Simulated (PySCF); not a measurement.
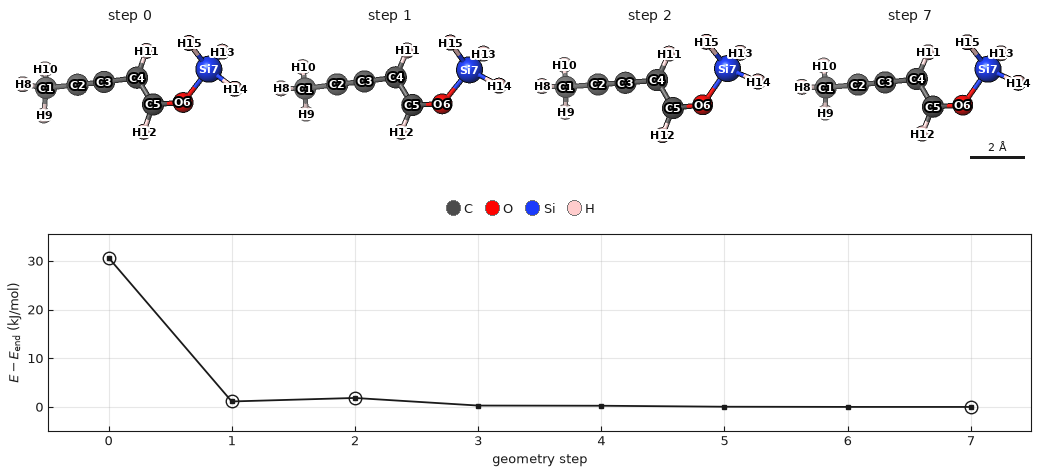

Frames of a relaxation of C5H8OSi, marked on the history of the run. The picture is a ball-and-stick view, seen from a free direction.

The start comes from GFN2-xTB. Its atoms were then displaced at random by about 0.01 Å.

Computed with PBE0-D3(BJ)/def2-SVP geometry optimisation, gas phase (PySCF). 

What happens along the run?

Answer. The largest move after the best rigid fit is that of H14, 0.26 Å. By element the largest moves are H 0.26 Å, O 0.12 Å, C 0.10 Å, Si 0.04 Å. Some distances before and after: Si7–H14 1.434 → 1.485 Å, O6–Si7 1.642 → 1.685 Å, Si7–H13 1.449 → 1.492 Å, C4–C5 1.305 → 1.348 Å. Bond angles that change, for instance: O6–Si7–H14 98.3° → 104.9°, C5–O6–Si7 132.9° → 127.7°, H13–Si7–H14 115.1° → 111.1°. Over 7 geometry steps the energy falls by 30.7 kJ/mol. From step 0 to 1: H14 moves most (0.20 Å), energy −29.5 kJ/mol. From step 1 to 2: H15 moves most (0.18 Å), energy +0.72 kJ/mol. From step 2 to 7: H atoms move most (0.06 Å), energy −1.85 kJ/mol.
